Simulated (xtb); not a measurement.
# Frequency calculation, with input and output: C$_{2}$H$_{10}$O$_{2}$SSi$_{2}$ (part 2 of 2)

The same run, continued: C$_{2}$H$_{10}$O$_{2}$SSi$_{2}$; GFN1-xTB (xtb 6.7.1). The geometry was optimised with GFN1-xTB.

### The program's output, continued
```
 dipole moment from electron density (au)
     X       Y       Z
  -0.2211  -1.1332   0.5893  total (Debye):    3.295

           -------------------------------------------------
          |               Frequency Printout                |
           -------------------------------------------------
 projected vibrational frequencies (cm⁻¹)
eigval :       -0.00    -0.00    -0.00     0.00     0.00     0.00
eigval :       13.08    24.64    47.64    58.08    59.35   109.35
eigval :      115.43   160.25   162.55   235.24   236.47   478.45
eigval :      531.12   556.47   621.33   686.10   687.03   696.07
eigval :      711.30   802.35   827.60   871.92   879.71  1185.85
eigval :     1185.90  1186.08  1186.20  1280.67  1289.59  1447.66
eigval :     1447.79  1476.52  1476.55  1477.43  1477.45  2206.34
eigval :     2207.17  2223.90  2224.31  2990.07  2990.73  3020.57
eigval :     3020.71  3022.72  3022.92
 reduced masses (amu)
   1: 13.41   2: 22.17   3: 24.15   4: 17.19   5: 23.49   6: 15.86   7: 12.60   8: 18.87
   9: 13.62  10:  2.18  11:  5.55  12: 17.92  13: 17.96  14: 12.42  15: 12.55  16: 19.46
  17: 19.28  18: 24.66  19:  6.61  20:  8.13  21: 25.31  22:  2.00  23:  1.91  24: 17.73
  25: 22.45  26:  2.79  27:  4.35  28:  2.19  29:  2.09  30:  3.73  31:  3.73  32:  3.73
  33:  3.74  34: 15.06  35: 15.20  36:  2.67  37:  2.71  38:  1.47  39:  1.47  40:  1.47
  41:  1.47  42:  2.16  43:  2.14  44:  1.49  45:  1.51  46:  1.22  47:  1.22  48:  1.99
  49:  1.99  50:  1.99  51:  1.99
 IR intensities (km·mol⁻¹)
   1:  0.55   2:  0.06   3:  0.32   4:  1.21   5:  0.13   6:  0.23   7:  1.07   8:  0.58
   9:  0.30  10:  0.02  11:  0.17  12:  3.09  13:  0.94  14:  9.58  15:  9.96  16:  0.79
  17: 49.16  18:  4.98  19:157.03  20:189.00  21:185.59  22: 13.84  23: 24.56  24: 27.22
  25:289.04  26:703.78  27:298.56  28:487.97  29:  5.57  30:  0.05  31:  0.01  32:  0.02
  33:  0.02  34:434.34  35:267.65  36:  3.50  37:  4.55  38:  5.49  39:  5.56  40: 10.03
  41:  0.98  42:276.19  43:348.03  44:262.03  45: 37.89  46: 61.55  47: 40.17  48: 23.83
  49: 25.26  50: 38.53  51: 11.81
 Raman intensities (Ä⁴*amu⁻¹)
   1:  0.00   2:  0.00   3:  0.00   4:  0.00   5:  0.00   6:  0.00   7:  0.00   8:  0.00
   9:  0.00  10:  0.00  11:  0.00  12:  0.00  13:  0.00  14:  0.00  15:  0.00  16:  0.00
  17:  0.00  18:  0.00  19:  0.00  20:  0.00  21:  0.00  22:  0.00  23:  0.00  24:  0.00
  25:  0.00  26:  0.00  27:  0.00  28:  0.00  29:  0.00  30:  0.00  31:  0.00  32:  0.00
  33:  0.00  34:  0.00  35:  0.00  36:  0.00  37:  0.00  38:  0.00  39:  0.00  40:  0.00
  41:  0.00  42:  0.00  43:  0.00  44:  0.00  45:  0.00  46:  0.00  47:  0.00  48:  0.00
  49:  0.00  50:  0.00  51:  0.00
 output can be read by thermo (or use thermo option).
 writing <g98.out> molden fake output.
 recommended (thermochemical) frequency scaling factor: 1.0
           -------------------------------------------------
          |             Thermodynamic Functions             |
           -------------------------------------------------

c2  symmetry found (for desy threshold:  0.10E+00) used in thermo

          ...................................................
          :                      SETUP                      :
          :.................................................:
          :  # frequencies                          45      :
          :  # imaginary freq.                       0      :
          :  linear?                             false      :
          :  only rotor calc.                    false      :
          :  symmetry                               c2      :
          :  rotational number                       2      :
          :  scaling factor                  1.0000000      :
          :  rotor cutoff                   50.0000000 cm⁻¹ :
          :  imag. cutoff                  -20.0000000 cm⁻¹ :
          :.................................................:

    mode    ω/cm⁻¹     T·S(HO)/kcal·mol⁻¹    T·S(FR)/kcal·mol⁻¹   T·S(vib)
   ------------------------------------------------------------------------
       1     13.08    -2.22932 (  0.47%)    -1.45310 ( 99.53%)    -1.45673
       2     24.64    -1.85457 (  5.57%)    -1.26590 ( 94.43%)    -1.29867
       3     47.64    -1.46484 ( 45.18%)    -1.07071 ( 54.82%)    -1.24876
       4     58.08    -1.34800 ( 64.55%)    -1.01201 ( 35.45%)    -1.22891
       5     59.35    -1.33534 ( 66.50%)    -1.00564 ( 33.50%)    -1.22488
       6    109.35    -0.97803 ( 95.81%)    -0.82464 (  4.19%)    -0.97161
       7    115.43    -0.94676 ( 96.60%)    -0.80863 (  3.40%)    -0.94206
       8    160.25    -0.75935 ( 99.06%)    -0.71147 (  0.94%)    -0.75890
       9    162.55    -0.75132 ( 99.11%)    -0.70725 (  0.89%)    -0.75093
      10    235.24    -0.54818 ( 99.80%)    -0.59776 (  0.20%)    -0.54828
      11    236.47    -0.54540 ( 99.80%)    -0.59621 (  0.20%)    -0.54550
   ------------------------------------------------------------------------

   temp. (K)  partition function   enthalpy   heat capacity  entropy
                                   cal/mol     cal/K/mol   cal/K/mol   J/K/mol
 298.15  VIB  0.846E+06             6019.353     29.858     41.321
         ROT  0.474E+06              888.752      2.981     28.954
         INT  0.401E+12             6908.106     32.839     70.275
         TR   0.186E+28             1481.254      4.968     40.993
         TOT                        8389.3595    37.8069   111.2678   465.5444

       T/K    H(0)-H(T)+PV         H(T)/Eh          T*S/Eh         G(T)/Eh
   ------------------------------------------------------------------------
    298.15    0.133693E-01    0.133243E+00    0.528669E-01    0.803765E-01
   ------------------------------------------------------------------------

         :::::::::::::::::::::::::::::::::::::::::::::::::::::
         ::                  THERMODYNAMIC                  ::
         :::::::::::::::::::::::::::::::::::::::::::::::::::::
         :: total free energy         -26.629703390769 Eh   ::
         ::.................................................::
         :: total energy              -26.710079936492 Eh   ::
         :: zero point energy           0.119874164961 Eh   ::
         :: G(RRHO) w/o ZPVE           -0.039497619238 Eh   ::
         :: G(RRHO) contrib.            0.080376545723 Eh   ::
         :::::::::::::::::::::::::::::::::::::::::::::::::::::

           -------------------------------------------------
          | TOTAL ENERGY              -26.710079936492 Eh   |
          | TOTAL ENTHALPY            -26.576836476206 Eh   |
          | TOTAL FREE ENERGY         -26.629703390769 Eh   |
          | GRADIENT NORM               0.000167804174 Eh/α |
          | HOMO-LUMO GAP               6.543609297091 eV   |
           -------------------------------------------------

------------------------------------------------------------------------
------------------------------------------------------------------------
 total:
 *  cpu-time:     0 d,  0 h,  0 min,  5.062 sec
 * ratio c/w:     0.995 speedup
 SCF:
 *  cpu-time:     0 d,  0 h,  0 min,  0.064 sec
 * ratio c/w:     1.000 speedup
 analytical hessian:
 *  cpu-time:     0 d,  0 h,  0 min,  4.967 sec
 * ratio c/w:     0.995 speedup
```

### File vibspectrum
```
$vibrational spectrum
#  mode     symmetry     wave number   IR intensity    selection rules
#                         cm**(-1)      (km*mol⁻¹)        IR
     1                      -0.00         0.00000          -
     2                      -0.00         0.00000          -
     3                      -0.00         0.00000          -
     4                       0.00         0.00000          -
     5                       0.00         0.00000          -
     6                       0.00         0.00000          -
     7        a             13.08         1.06632         YES
     8        a             24.64         0.58078         YES
     9        a             47.64         0.30458         YES
    10        a             58.08         0.01672         YES
    11        a             59.35         0.16678         YES
    12        a            109.35         3.09286         YES
    13        a            115.43         0.94262         YES
    14        a            160.25         9.58132         YES
    15        a            162.55         9.96180         YES
    16        a            235.24         0.79479         YES
    17        a            236.47        49.16367         YES
    18        a            478.45         4.98253         YES
    19        a            531.12       157.03478         YES
    20        a            556.47       189.00447         YES
    21        a            621.33       185.58771         YES
    22        a            686.10        13.83866         YES
    23        a            687.03        24.56197         YES
    24        a            696.07        27.22362         YES
    25        a            711.30       289.03616         YES
    26        a            802.35       703.78368         YES
    27        a            827.60       298.56349         YES
    28        a            871.92       487.97293         YES
    29        a            879.71         5.56649         YES
    30        a           1185.85         0.05051         YES
    31        a           1185.90         0.00649         NO
    32        a           1186.08         0.01998         YES
    33        a           1186.20         0.02401         YES
    34        a           1280.67       434.33827         YES
    35        a           1289.59       267.65351         YES
    36        a           1447.66         3.49524         YES
    37        a           1447.79         4.55447         YES
    38        a           1476.52         5.49337         YES
    39        a           1476.55         5.56278         YES
    40        a           1477.43        10.02595         YES
    41        a           1477.45         0.98073         YES
    42        a           2206.34       276.18777         YES
    43        a           2207.17       348.03096         YES
    44        a           2223.90       262.03484         YES
    45        a           2224.31        37.88605         YES
    46        a           2990.07        61.54583         YES
    47        a           2990.73        40.17294         YES
    48        a           3020.57        23.83339         YES
    49        a           3020.71        25.26044         YES
    50        a           3022.72        38.53160         YES
    51        a           3022.92        11.81138         YES
$end
```

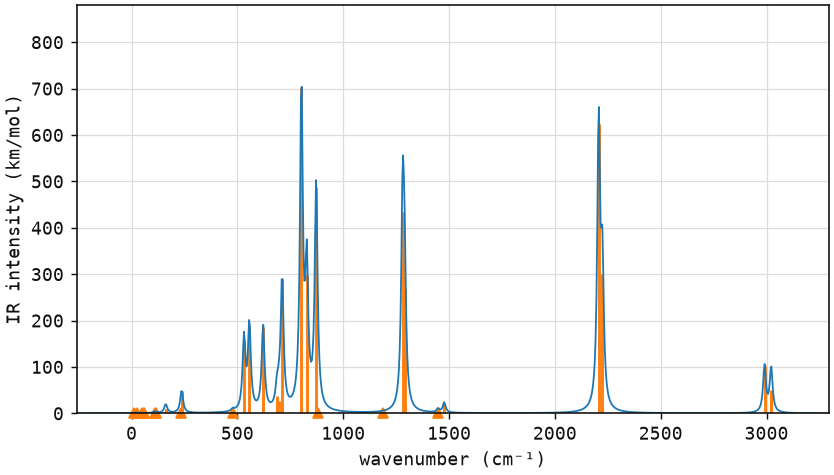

Harmonic infrared spectrum, unscaled: sticks (degenerate modes added up, dark ones marked on the axis) with a Lorentzian envelope of 16 cm⁻¹ full width, scaled to the tallest stick. 45 modes from 13 to 3023 cm⁻¹, none imaginary. The strongest line is at 802 cm⁻¹ (704 km/mol).

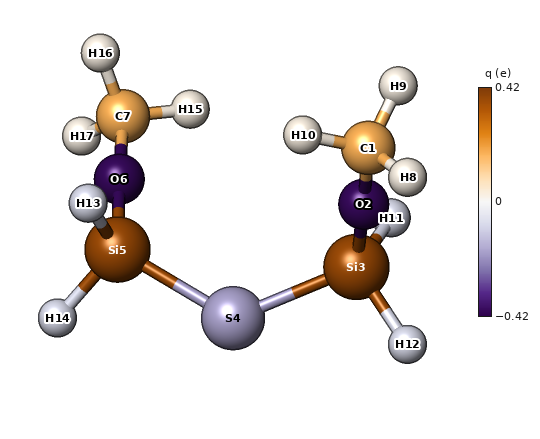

Mulliken charges, as the colour of each atom (ball-and-stick view, seen at a tilt; atoms are numbered from 1 in the order of the input). By element: C +0.18, O −0.40, Si +0.38, S −0.18 and H −0.08 to +0.03 e.

The run was set up as follows.

### The input (coord)
```
$coord
     -3.253806030426      1.433527340880      5.371754379122  c
     -3.154954456846      2.052148085037      2.793260876593  o
     -2.991549838850      2.682806384609     -0.178692502345  si
      0.625291477377      3.212307644729     -1.659085051115  s
      3.654144509928      0.687463466878     -1.580018910061  si
      3.155143429459     -2.059499119662     -2.789160170903  o
      2.657767513457     -4.467066894219     -3.787804838722  c
     -4.136194747058      2.970895132308      6.442303125984  h
     -4.361317820285     -0.294135871298      5.652076352449  h
     -1.341724445746      1.123385489306      6.104476786685  h
     -4.355667539172      0.686745370950     -1.461287417651  h
     -4.154222734287      5.131683572250     -0.550042583095  h
      4.571757721523      0.250577684125      0.961095809723  h
      5.516186146828      1.935533085887     -3.149039614076  h
      0.642620265940     -4.654187575080     -4.227525210662  h
      3.178198088179     -5.931963688768     -2.419132898440  h
      3.748347357240     -4.760201210671     -5.523556078714  h
$end
```

### File .CHRG
```
0
```

### File .UHF
```
0
```

### File input.inp
```
$hess
   step=0.0002
$end
```

Run as:
```bash
xtb -I input.inp --hess --gfn1 --parallel 1 -- coord | tee run.log
```

### Key numbers

```csv
quantity,value
outcome,converged
electrons treated,44
total energy,−26.710080 hartree
dispersion energy,−0.006718 hartree
basis functions,66
HOMO,−10.89 eV
LUMO,−4.35 eV
zero-point energy,0.119874 hartree
dipole moment,3.29 D
"wavenumbers, lowest and highest",13 and 3023 cm⁻¹
hardware,"1 thread of Intel Xeon @ 2.50GHz (Skylake/Cascade Lake), 189 GiB of memory available, shared host"
wall time,5.2 s
peak memory,0.072 GiB
```
